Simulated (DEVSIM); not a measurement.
Device: abrupt Si n-p junction, at 300 K.

```csv
layer (left to right),material,thickness (μm),Nd (cm⁻³),Na (cm⁻³),τn (s),τp (s)
1,Si,4.70,1.2e17,-,6.5e-5,6.5e-5
2,Si,0.380,-,1.7e16,6.5e-5,6.5e-5
```

Left contact: ohmic. Right contact: ohmic. Voltage is applied to the left contact. Recombination: SRH at mid-gap, radiative, Auger. Gap narrowing is on: ΔEg = 6.92 meV × (l + √(l² + 0.5)), l = ln(N/1.3e17 cm⁻³), shared equally by both band edges. Mobility is constant in doping.

The device is made up for the run: typed textbook-type constants, with dimensions and the other settings drawn at random. Values at 300 K.

```tsv
parameter	Si
gap (eV)	1.124
affinity (eV)	4.05
permittivity	11.7
Nc (cm⁻³)	2.86e19
Nv (cm⁻³)	3.1e19
μn (cm²/Vs)	1417
μp (cm²/Vs)	470
B (cm³/s)	4.7e-15
Cn (cm⁶/s)	2.8e-31
Cp (cm⁶/s)	9.9e-32
```

Model (solved in DEVSIM): 1D drift-diffusion, Boltzmann statistics, complete ionisation; no tunnelling, impact ionisation, image-force lowering or self-heating.

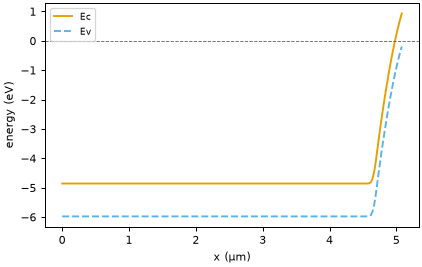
*Band edges at 5.0 V on the left contact*

Energies count from the Fermi level of the right contact; mesh points crowd at the junctions.

```tsv
x (μm)	Ec (eV)	Ev (eV)	n (cm⁻³)	p (cm⁻³)	field (V/cm)
0.000	-4.859	-5.978	1.2e17	1100	≈ 0
0.02021	-4.859	-5.978	1.2e17	1100	≈ 0
0.05724	-4.859	-5.978	1.2e17	1100	≈ 0
0.1251	-4.859	-5.978	1.2e17	1100	≈ 0
0.3109	-4.859	-5.978	1.2e17	1100	≈ 0
0.5900	-4.859	-5.978	1.2e17	1000	≈ 0
1.102	-4.859	-5.978	1.2e17	870	≈ 0
2.444	-4.859	-5.978	1.2e17	540	≈ 0
3.480	-4.859	-5.978	1.2e17	280	≈ 0
4.046	-4.859	-5.978	1.2e17	140	≈ 0
4.354	-4.859	-5.978	1.2e17	< 1e2	≈ 0
4.566	-4.858	-5.977	1.2e17	< 1e2	620
4.638	-4.723	-5.843	6.4e14	< 1e2	64000
4.677	-4.329	-5.449	1.6e8	< 1e2	140000
4.703	-3.910	-5.033	3200	< 1e2	180000
4.725	-3.531	-4.654	3300	< 1e2	170000
4.762	-2.913	-4.036	3500	< 1e2	160000
4.825	-1.943	-3.066	3900	< 1e2	150000
4.950	-0.323	-1.446	5000	< 1e2	110000
5.015	0.360	-0.763	5800	4700000	96000
5.053	0.708	-0.415	6500	3.3e12	86000
5.080	0.929	-0.194	7100	1.7e16	80000
```
